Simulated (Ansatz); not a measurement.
TiN (rock salt) is sheared across one {110} plane: the third cell vector gains the shift, so faults repeat every 4.5 Å. The cut lies between planes 1.50 Å apart; the cell height is held.

```
CELL_PARAMETERS angstrom
      3.00303     0.00000     0.00000
      0.00000     4.24692     0.00000
      1.50151     2.12346     4.50454
ATOMIC_POSITIONS crystal
  N  0.00000 0.00000 0.83333
  N  0.33333 0.33333 0.16667
  N  0.66667 0.66667 0.50000
  Ti 0.00000 0.50000 0.83333
  Ti 0.33333 0.83333 0.16667
  Ti 0.66667 0.16667 0.50000
```

In-plane vectors a = (3.003, 0.000) Å, b = (0.000, 4.247) Å, area 12.75 Å². The shift is s times the vector a (length 3.003 Å), so s = 1 restores the start. Atoms relax along the normal only. γ = [E(shift) − E(0)] / area.

Level of theory: PBE (plane waves to 420 eV, PAW, scalar-relativistic; Ansatz, a first-principles code). k mesh 14×14×14 (Γ-centred), Fermi-Dirac smearing 0.05 eV. Energies are extrapolated to zero smearing. Some relaxations began with atoms very close together and may have settled on another branch. With partly filled bands, the k mesh leaves noise in γ, roughly 0.02 J/m² as judged from a few cases. Faults lie only 4.5 Å apart, and holding the cell height raises γ above its relaxed value. TiN is run without spin polarisation. TiN was relaxed with its symmetry unable to fall. γ is measured from zero shift.

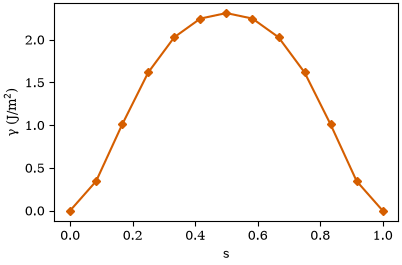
*γ (J/m²) against s; markers are the computed points, lines only join them (the last repeats the first, one period on).*

**Question.** Does γ have a local minimum between the ends of the line, and at which s?

**Answer.** No computed point is one.

**Question.** What is the highest γ among twelve even steps of s?

**Answer.** About 2.3 J/m².

(The slope of γ gives the shear force per area between the displaced halves; near zero shift its curvature is an elastic stiffness.)
